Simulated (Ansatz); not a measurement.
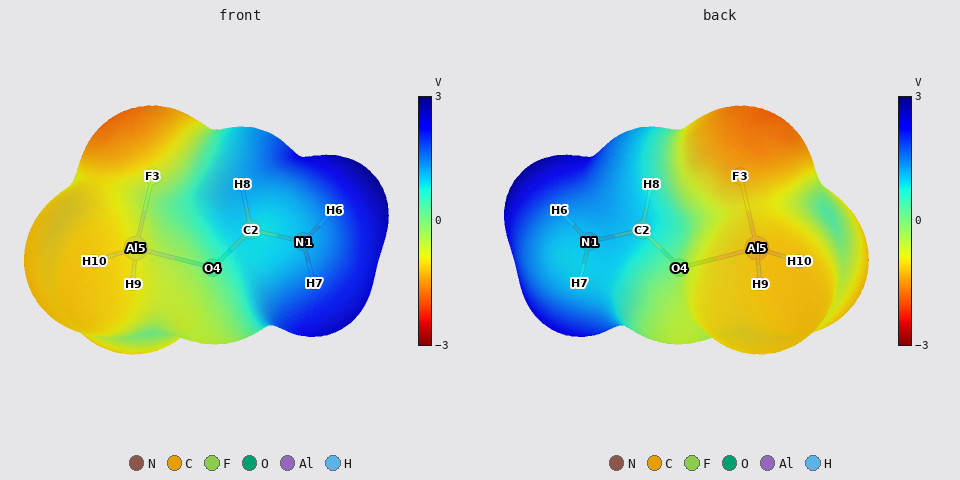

Figure. CH$_{5}$AlFNO. The electrostatic potential painted on the density surface at 0.001 e/bohr³, seen from the front and from behind; the colour scale runs from red (negative) to blue (positive).

The calculation used RKS B3LYP-D4/def2-SVP in Ansatz 0.2.0.

| atom | x (Å) | y (Å) | z (Å) |
| --- | --- | --- | --- |
| N | -0.3218 | -1.0004 | 1.8327 |
| C | -0.1175 | -0.5877 | 0.5859 |
| F | 0.2714 | -0.4304 | -2.1613 |
| O | 0.0178 | 0.6121 | 0.2931 |
| Al | 0.3153 | 1.1734 | -1.5599 |
| H | -0.4288 | -1.9851 | 2.0437 |
| H | -0.3722 | -0.3224 | 2.5883 |
| H | -0.0699 | -1.3586 | -0.2040 |
| H | -0.9802 | 2.0318 | -1.8954 |
| H | 1.7690 | 1.8160 | -1.5202 |

**Where is the surface potential most negative and most positive?**

The most negative region (about −1.8 V) lies over F3, the most positive (about +2.8 V) over H6.
